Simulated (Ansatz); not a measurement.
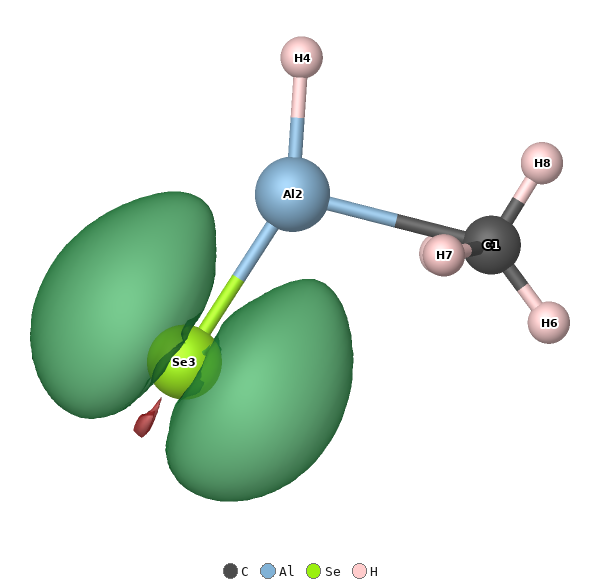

Figure 1: CH₅AlSe (charge +1, doublet). Isosurfaces of the spin density at +0.015 (green) and −0.015 e/Å³ (red), seen across its widest extent.

Geometry: PBE0-D3(BJ)/pcseg-1.

The calculation used isolated molecule in a Gaussian basis; Kohn-Sham density functional theory, functional PBE0 in Ansatz 0.2.0.

```xyz
8

C    -0.6151    0.8749   -0.4290
Al   -0.2987   -1.4058   -0.7989
Se    0.9024   -1.6641   -2.7057
H    -1.0451   -1.9998    0.4309
H    -1.2303    0.3890   -1.2176
H    -0.3752    1.8490   -0.8715
H     0.3881    0.4495   -0.2073
H    -1.1939    0.9781    0.4921
```

Which atoms carry the spin?

The unpaired spin (1 electron) lies mostly on Se3 (about 0.9), in electrons by Hirshfeld's partition.
